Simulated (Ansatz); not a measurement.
The figure comes from a scan of Ti (hcp, Mg type): volume and axial ratio are varied about the relaxed values (subscript 0). Calculation: PBE (plane waves to 420 eV, PAW, scalar-relativistic; Ansatz, a quantum-chemistry and plane-wave program). k mesh 18×18×10 (Γ-centred), Fermi-Dirac smearing 0.05 eV. Energies are smeared free energies. With partly filled bands, the response to shear is sensitive to the k mesh, so small differences along c/a are uncertain. Ti is run without spin polarisation. Ti was relaxed with its symmetry unable to fall. ΔE is measured from the relaxed starting cell.

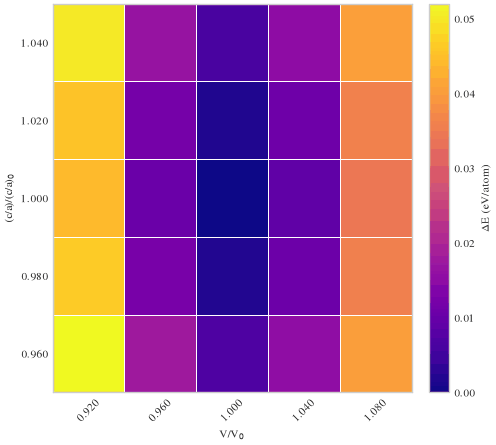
Figure. ΔE (eV/atom), one tile a computed point.

### Question
Read the plotted values off the figure, to the accuracy that the plot allows.

### Answer
To the nearest 0.005:

ΔE (eV/atom), with V/V₀ across and (c/a)/(c/a)₀ down:

```csv
(c/a)/(c/a)₀ \ V/V₀,0.920,0.960,1.000,1.040,1.080
0.960,0.050,0.020,0.005,0.015,0.040
0.980,0.045,0.010,0.000,0.010,0.035
1.000,0.045,0.010,0.000,0.010,0.035
1.020,0.045,0.010,0.000,0.010,0.035
1.040,0.050,0.015,0.005,0.015,0.040
```

(A scan under strain: stresses follow from slopes of the energy per volume, elastic moduli from its curvatures.)
